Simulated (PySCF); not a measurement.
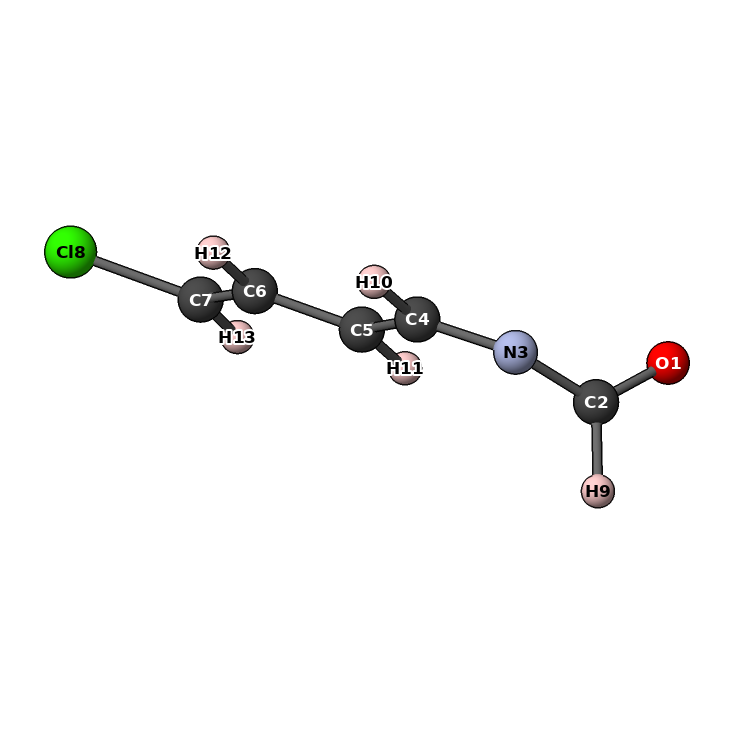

The questions are on Mulliken spin populations. State: neutral, doublet. Computed geometry: GFN2-xTB optimisation. No frequency run is at hand to confirm it as a minimum. Properties computed with UKS B3LYP, pcH-1 on C Cl H N O, non-relativistic (PySCF 2.14.0).

List the Mulliken spin populations.

| atom | value (e) |
| --- | --- |
| O1 | 0.00 |
| C2 | −0.02 |
| N3 | 0.33 |
| C4 | −0.14 |
| C5 | 0.51 |
| C6 | −0.21 |
| C7 | 0.47 |
| Cl8 | 0.06 |
| H9 | 0.02 |
| H10 | 0.00 |
| H11 | −0.02 |
| H12 | 0.01 |
| H13 | −0.02 |

Mulliken values depend strongly on the basis set.
